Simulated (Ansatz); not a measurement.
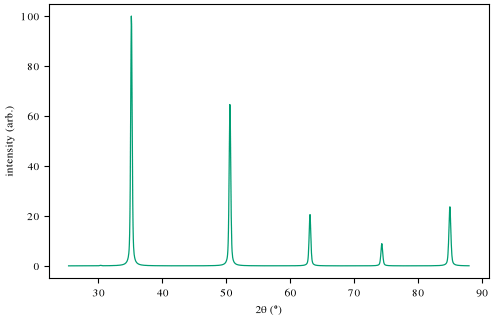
Simulated powder pattern, Cu Kα, λ = 1.54184 Å

The pattern belongs to a structure relaxed with the program Ansatz at the PBE level (PAW).

### Question
Pick the material that matches.
(A) ZrAg, rock salt
(B) MgO, rock salt
(C) MoRu, rock salt
(D) MoPd, CsCl type

### Answer
C, MoRu, rock salt

Space group Fm-3m (rock salt). The start of the workflow was typed in or built on a structure type; neither database checked (COD, Materials Project) lists it. Its standing as an ambient phase is unchecked. Symmetry was held in the PBE relaxation; whether a distortion lowers the energy is not shown. No spin polarisation was allowed. Its formation energy is positive at this level, so the cell may be metastable or incomplete.

Potentials: the earlier of the program's two PAW sets.
